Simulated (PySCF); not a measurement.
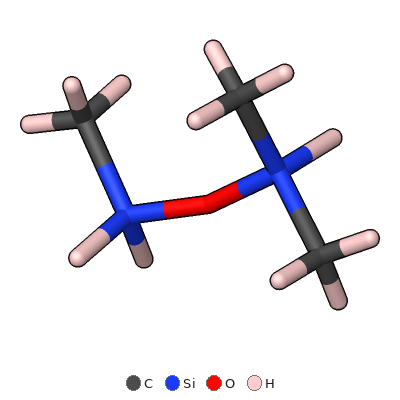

Structure of C₃H₁₂OSi₂, SMILES C[SiH2]O[SiH](C)C.

Vertical TDDFT excitations, CAM-B3LYP/def2-SVPD in PySCF, at a GFN2-xTB geometry (no frequency check), gas phase.

Where does it absorb, and how strongly?

Answer. The lowest singlet lies at 7.64 eV (162 nm, f = 0.011) (S2 lies within 0.06 eV, too close to order); the brightest of the first 8 is S3 at 7.98 eV (155 nm), f = 0.090, mixed, the largest part being HOMO → LUMO (33 %). No singlet lies below 3.1 eV (beyond 400 nm), so at this level no vertical transition falls in the visible.


| state | E (eV) | λ (nm) | f | main character |
| --- | --- | --- | --- | --- |
| S1 | 7.64 | 162 | 0.011 | HOMO → LUMO (49 %) |
| S2 | 7.68 | 161 | 0.010 | HOMO−1 → LUMO (41 %) |
| S3 | 7.98 | 155 | 0.090 | HOMO → LUMO (33 %) |
| S4 | 8.09 | 153 | 0.028 | HOMO−1 → LUMO (35 %) |
| S5 | 8.20 | 151 | 0.006 | HOMO → LUMO+1 (31 %) |
| S6 | 8.39 | 148 | 0.050 | HOMO−1 → LUMO+1 (31 %) |
| S7 | 8.52 | 146 | 0.073 | HOMO → LUMO+3 (24 %) |
| S8 | 8.54 | 145 | 0.024 | HOMO−2 → LUMO (12 %) |

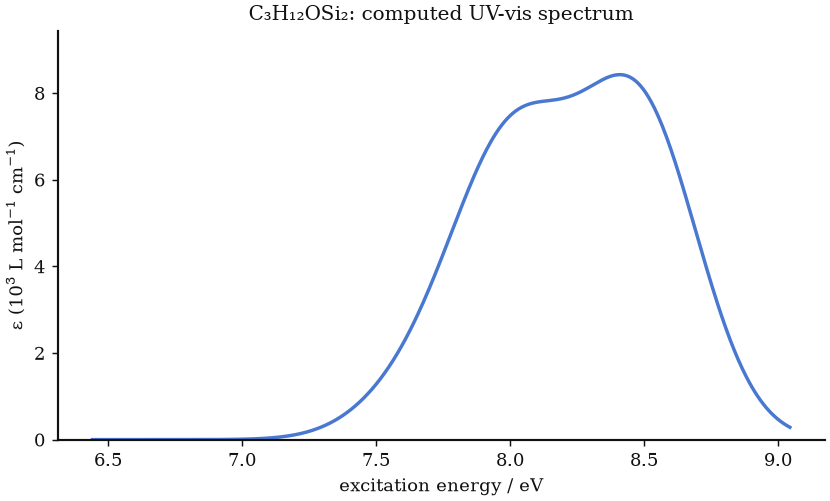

Only the first 8 singlet excitations are included; each is broadened by a Gaussian of 1/e half-width 0.30 eV.

Caveats: the tight-binding geometry is rougher than a DFT one and adds to the error; one conformer of a flexible molecule; core orbitals are frozen in the response.
